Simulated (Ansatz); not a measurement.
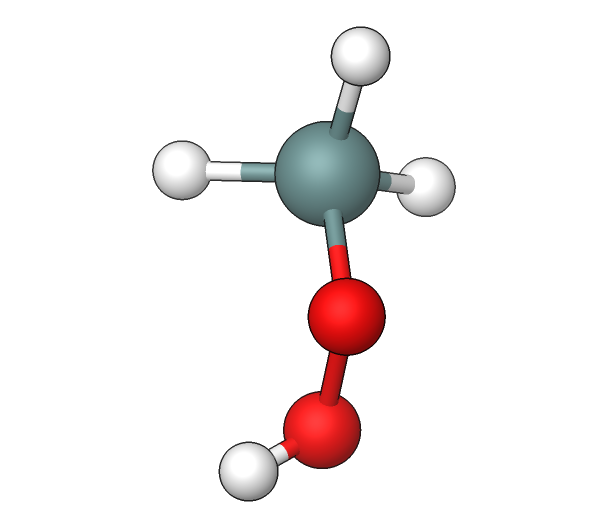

The picture shows a molecular structure as a ball-and-stick model. Every bond is drawn as one stick, whatever its order. Colours: germanium teal, hydrogen white, oxygen red.

What does the picture show?

Formula GeH₄O₂. This geometry has C1 symmetry. Coordination: 1 Ge tetrahedral; 2 O bent.

More results for the same structure follow; atom numbers are the same in all pictures, views and colours differ. The geometry was computed by an optimisation with PBE0-D4/def2-TZVP.

## Geometry

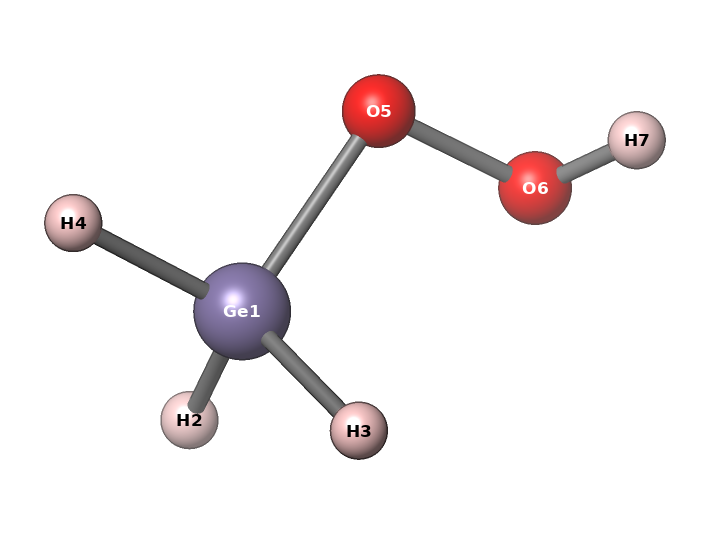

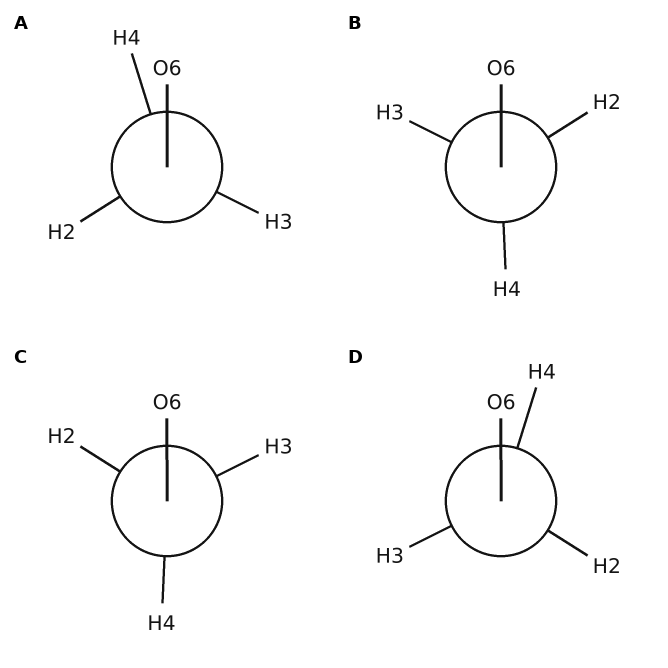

Atoms fade into the background with distance from the viewer. Bonds that would overlap in a projection are set slightly apart.

**Which Newman projection shows the view along O5–Ge1, with O5 in front?**

C. The torsion angle O6–O5–Ge1–H2 is −58°, synclinal (gauche).

## Vibrations

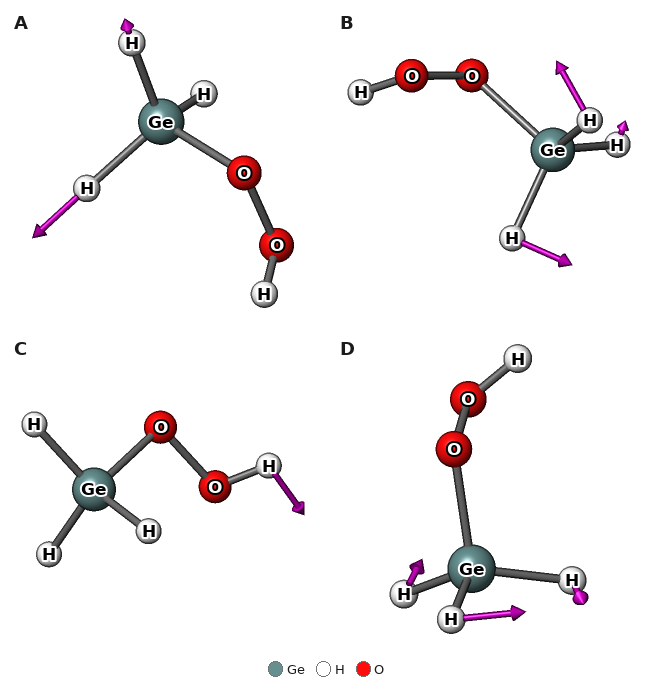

4 normal modes of one molecule or complex, as arrows. Harmonic vibrations computed with RKS PBE0-D4/def2-TZVP (Ansatz 0.2.0) at a stationary point of the same level.

**Match the panels to the wavenumbers 620 cm⁻¹, 858 cm⁻¹, 1374 cm⁻¹, 2163 cm⁻¹.**

A: 2163 cm⁻¹, Ge–H stretching
B: 620 cm⁻¹, H–Ge–O bending
C: 1374 cm⁻¹, H–O–O bending
D: 858 cm⁻¹, H–Ge–H bending

## Dipole moment

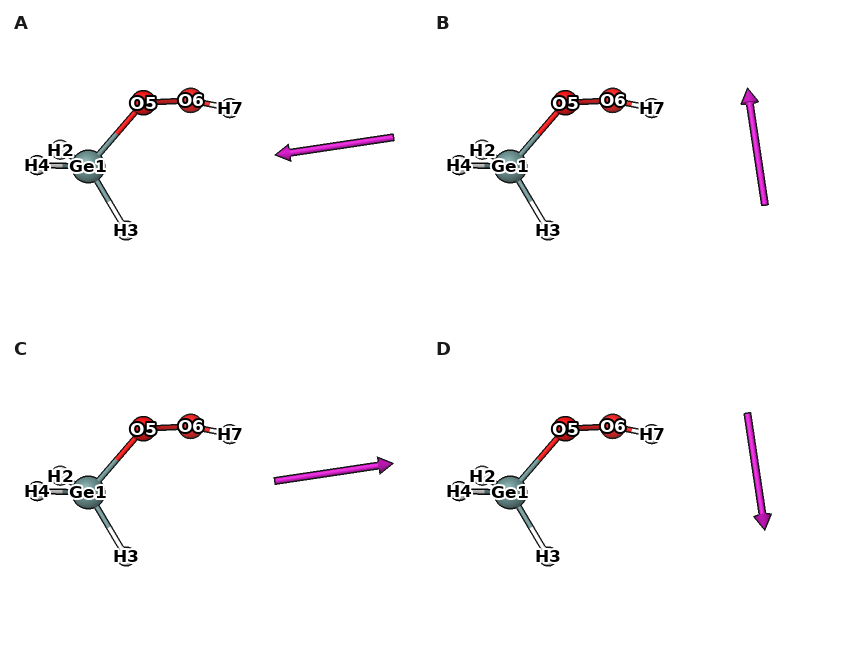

The same molecule four times, each with an arrow. Properties computed with RKS PBE0-D4/def2-TZVP (Ansatz 0.2.0).

**Which arrow points along the dipole moment, from the negative to the positive end?**

D. The dipole moment is 1.61 D; it points from the side of O5, O6 to the side of H3 (the outermost atoms at the two ends).

## Charges

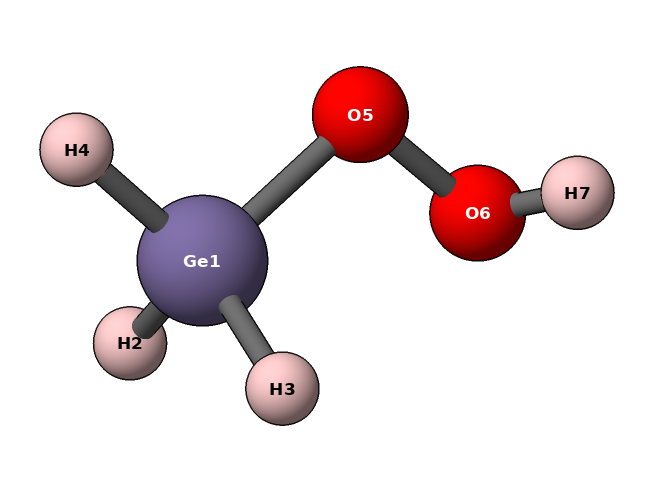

The questions are on Mulliken charges. Level of theory: RKS PBE0-D4/def2-TZVP (Ansatz 0.2.0).

**Which atom carries the highest charge (most positive or least negative)?**

H7 (0.33 e).

**And the lowest?**

O5, O6 (−0.33 e).

Give the Mulliken charges atom by atom.

```csv
atom,value (e)
Ge1,0.31
H2,0.01
H3,0.00
H4,0.01
O5,−0.33
O6,−0.33
H7,0.33
```

Mulliken values depend strongly on the basis set and can even reverse the polarity of a bond.
